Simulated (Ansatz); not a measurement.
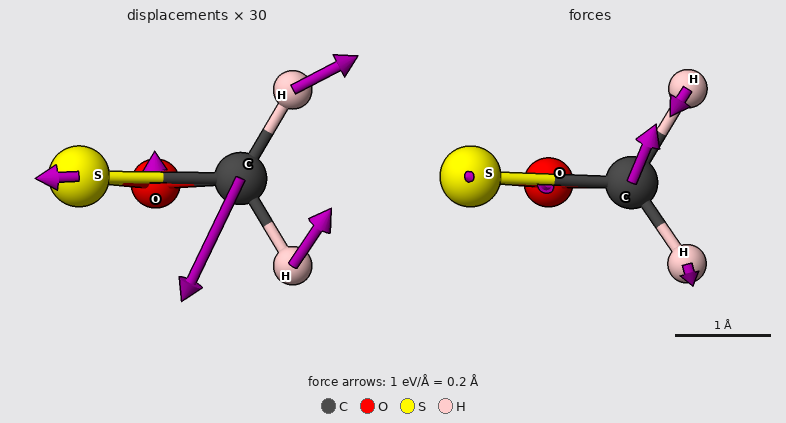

Left: CH2OS, with purple arrows for the displacements applied to it. Right: the displaced structure with the computed forces. A ball-and-stick model, seen face on.

Method: Ansatz, RKS r2SCAN-D4/def2-TZVPP. 

Where do the forces point?

Answer. All atoms are moved at random (σ = 0.04 Å) from the PBE0-D4/def2-TZVP minimum. It costs 0.125 eV. The largest force is 3.5 eV/Å, on the C atom. The forces mostly point back along the displacements (cosine −0.84). At other levels of theory the same distortion costs 0.116 eV (RKS PBE-D4/def2-TZVPP), 0.122 eV (RKS PBE0-D4/def2-TZVPP), 0.128 eV (RKS wB97M-V/def2-TZVPP), 0.131 eV (RHF-CCSD(T), frozen core/def2-TZVPP). Some distances before and after: C–H 1.088 → 1.056 to 1.159 Å, C–O 1.390 → 1.367 Å, O–S 1.719 → 1.726 Å. Bond angles that change, for instance: O–C–H 115.6° → 120.7°, H–C–H 116.9° → 112.8°.
